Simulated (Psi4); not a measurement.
# SiH (SMILES [SiH]): UMP3/def2-TZVPPD

What is the vertical doublet–quartet gap of SiH at UMP3/def2-TZVPPD? The job is set up through a Python script.

The calculation is run with Psi4 1.11.

## 1. The system as given

The species is SiH (2 atoms), meant as a doublet with charge 0. As SMILES, `[SiH]`. The shape is that of a PBE0-D4/def2-TZVP optimisation.

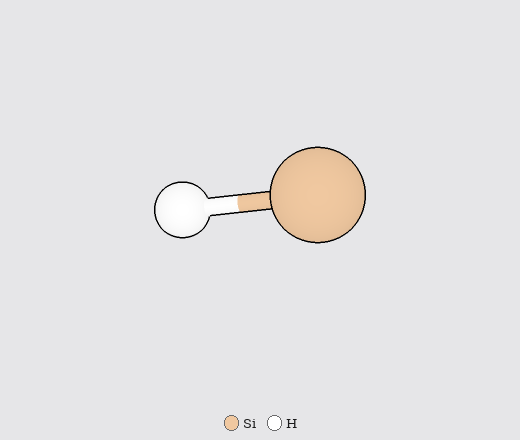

Viewed from a chosen angle; silicon light orange, hydrogen white.

## 2. The energy at UMP3/def2-TZVPPD

File hsi.xyz:

```xyz
2
HSi
Si     0.000000     0.000000    -0.007580
H      0.000000     0.000000     1.524140
```

File job.py:

```python
import psi4

psi4.set_memory(2200000000)
psi4.set_num_threads(1)
psi4.set_output_file('hsi.out', False)

with open('hsi.xyz') as f:
    atoms = ''.join(f.readlines()[2:])
mol = psi4.geometry('0 2\n' + atoms + 'symmetry c1\nno_reorient\nno_com')

psi4.set_options({
    'basis': 'def2-TZVPPD',
    'reference': 'uhf',
    'puream': True,
    'e_convergence': 1e-09,
    'd_convergence': 1e-08,
    'scf_type': 'pk',
    'num_frozen_docc': 5,
    'maxiter': 100,
    'mp_type': 'conv',
})

energy_value, wavefunction = psi4.energy("mp3", molecule=mol, return_wfn=True)
print('E =', round(energy_value, 9))
```

Command:

```console
python job.py
```

hsi.out (excerpt; [...] marks lines left out):

```text
[...]
  Running in c1 symmetry.
[...]
  Nuclear repulsion =    4.836707067466639
[...]
  Multiplicity = 2
[...]
  Nalpha       = 8
  Nbeta        = 7
[...]
    Number of basis functions: 65
[...]
   @UHF iter   1:  -289.42307273049090   -6.02212e-01   2.28796e-03 ADIIS/DIIS
[...]
   @UHF iter  12:  -289.43432034497221   -6.25278e-12   3.88633e-09 DIIS
[...]
   @S^2 Observed:                7.734436710E-01
[...]
    Orbital Energies [Eh]
    ---------------------
    Alpha Occupied:
       1A    -68.807545     2A     -6.154103     3A     -4.264560
       4A     -4.254137     5A     -4.252415     6A     -0.655579
       7A     -0.388828     8A     -0.297385
    Alpha Virtual:
       9A     -0.000270    10A      0.075640    11A      0.128610
      12A      0.149984    13A      0.150522    14A      0.150863
      15A      0.152739    16A      0.171156    17A      0.261246
      18A      0.285901    19A      0.311898    20A      0.329891
      21A      0.330184    22A      0.429356    23A      0.438348
      24A      0.441824    25A      0.466097    26A      0.476169
[...]
  @UHF Final Energy:  -289.43432034497221
   => Energetics <=
    Nuclear Repulsion Energy =              4.8367070674666390
    One-Electron Energy =                -410.8105867572259058
    Two-Electron Energy =                 116.5395593447870226
    Total Energy =                       -289.4343203449722068
  UHF NO Occupations:
  HONO-2 :    6  A 1.9997692
  HONO-1 :    7  A 1.9884471
[...]
 Multipole Moments:
 ------------------------------------------------------------------------------------
     Multipole            Electronic (a.u.)      Nuclear  (a.u.)        Total (a.u.)
 ------------------------------------------------------------------------------------
 L = 1.  Multiply by 2.5417464519 to convert [e a0] to [Debye]
 Dipole X            :         -0.0000000            0.0000000           -0.0000000
 Dipole Y            :         -0.0000000            0.0000000           -0.0000000
 Dipole Z            :         -2.5988592            2.6796694            0.0808102
 Magnitude           :                                                    0.0808102
[...]
	SCS-MP2 Total Energy (a.u.)        :  -289.52317852233568
	SOS-MP2 Total Energy (a.u.)        :  -289.52710064564502
[...]
	SOS-PI-MP2 Total Energy (a.u.)     :  -289.53423759185063
[...]
	MP2 Total Energy (a.u.)            :  -289.51533427571695
[...]
	SCS-MP3 Total Energy (a.u.)        :  -289.52764196511492
[...]
	MP3 Total Energy (a.u.)            :  -289.53318804683391
[...]
```

Standard output:

```text
E = -289.533188047
```

Wall time 11 s (1 thread of Intel Xeon at 2.50GHz (Skylake/Cascade Lake), shared host); peak memory 0.37 GiB.

## 3. The quartet at the same level

File calc.py:

```python
import psi4

psi4.set_memory('2200 MB')
psi4.set_num_threads(1)
psi4.set_output_file('hsi.out', False)

m = psi4.geometry("""
0 4
Si     0.00000000     0.00000000    -0.01432412
H      0.00000000     0.00000000     2.88020718
units bohr
symmetry c1
""")

psi4.set_options({
    'reference': 'uhf',
    'puream': True,
    'e_convergence': 1e-09,
    'd_convergence': 1e-08,
    'scf_type': 'pk',
    'num_frozen_docc': 5,
    'maxiter': 100,
    'mp_type': 'conv',
})

E, wfn = psi4.energy('mp3/def2-TZVPPD', return_wfn=True)
print(f'mp3/def2-TZVPPD energy: {E:.10f} Eh')
for k, v in sorted(psi4.core.scalar_variables().items()):
    print(f'{k:45s} {v:18.10f}')
```

Command:

```console
python calc.py
```

hsi.out (excerpt; [...] marks lines left out):

```text
[...]
  Running in c1 symmetry.
[...]
  Nuclear repulsion =    4.836707068947569
[...]
  Multiplicity = 4
[...]
  Nalpha       = 9
  Nbeta        = 6
[...]
    Number of basis functions: 65
[...]
   @UHF iter   1:  -289.37924215594563   -5.58381e-01   2.51066e-03 DIIS/ADIIS
[...]
   @UHF iter  12:  -289.39775991452763   -5.85487e-12   5.74186e-09 DIIS
[...]
   @S^2 Observed:                3.753280885E+00
[...]
  @UHF Final Energy:  -289.39775991452763
   => Energetics <=
    Nuclear Repulsion Energy =              4.8367070689475691
    One-Electron Energy =                -410.6264179712683244
    Two-Electron Energy =                 116.3919509877931233
    Total Energy =                       -289.3977599145276258
  UHF NO Occupations:
  HONO-2 :    7  A 1.0000000
  HONO-1 :    8  A 1.0000000
[...]
 Multipole Moments:
 ------------------------------------------------------------------------------------
     Multipole            Electronic (a.u.)      Nuclear  (a.u.)        Total (a.u.)
 ------------------------------------------------------------------------------------
 L = 1.  Multiply by 2.5417464519 to convert [e a0] to [Debye]
 Dipole X            :          0.0000000            0.0000000            0.0000000
 Dipole Y            :         -0.0000000            0.0000000           -0.0000000
 Dipole Z            :         -1.4468322            1.3848507           -0.0619815
 Magnitude           :                                                    0.0619815
[...]
	SCS-MP2 Total Energy (a.u.)        :  -289.45728774687490
	SOS-MP2 Total Energy (a.u.)        :  -289.45595308939710
[...]
	SOS-PI-MP2 Total Energy (a.u.)     :  -289.46042948746395
[...]
	MP2 Total Energy (a.u.)            :  -289.45995706183061
[...]
	SCS-MP3 Total Energy (a.u.)        :  -289.46058476729229
[...]
	MP3 Total Energy (a.u.)            :  -289.47314514350018
[...]
```

Run time: 11 s. Hardware: 1 thread of Intel Xeon at 2.50GHz (Skylake/Cascade Lake), shared host; peak memory 0.38 GiB.

## 4. Summary of results

At UMP3/def2-TZVPPD, 5 core orbitals frozen:

| quantity | value |
| --- | --- |
| doublet: total energy | -289.53319 Eh |
| doublet: HOMO energy (Hartree–Fock orbitals) (highest over α and β) | -8.09 eV |
| doublet: LUMO energy (Hartree–Fock orbitals) (lowest over α and β) | -0.01 eV |
| doublet: correlation energy (5 core orbitals frozen) | -98.9 mEh |
| doublet: ⟨S²⟩ of the reference determinant | 0.773 |
| quartet: total energy | -289.47315 Eh |
| quartet: HOMO energy (Hartree–Fock orbitals) (highest over α and β) | -8.73 eV |
| quartet: LUMO energy (Hartree–Fock orbitals) (lowest over α and β) | -0.57 eV |
| quartet: correlation energy (5 core orbitals frozen) | -75.4 mEh |
| quartet: ⟨S²⟩ of the reference determinant | 3.753 |
| vertical energy of the quartet above the doublet | 1.634 eV |

What this shows: At this shape the quartet lies 1.63 eV (158 kJ/mol) above the doublet.
